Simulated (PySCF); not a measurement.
```tsv
atom	x (Å)	y (Å)	z (Å)
Li	0.0000	0.0000	-1.9078
P	0.0000	0.0000	0.4322
```

Level of theory: PySCF 2.14.0, PBE0/aug-pcseg-1, non-relativistic, at a bond length of 2.340 Å.

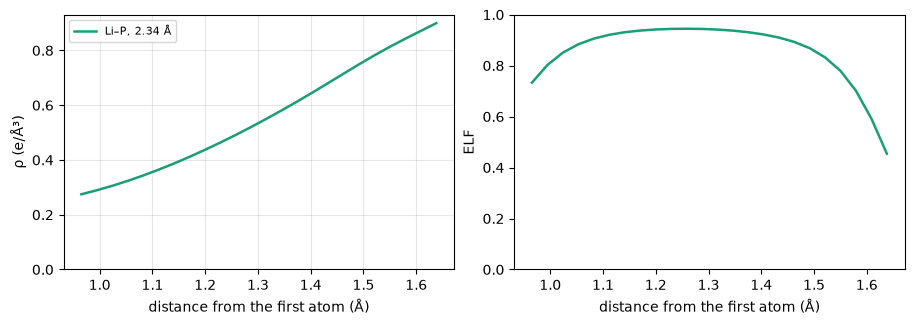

LiP (triplet). Electron density and ELF along straight lines between neighbouring atoms. The curves leave out the atomic cores.

What can be read from the curves?

Li–P (2.34 Å): the density is about 0.41 e/Å³ at the midpoint; the ELF peaks at about 0.95 in the valence shell of P, 1.1 Å from its nucleus, and is about 0.95 at the midpoint.
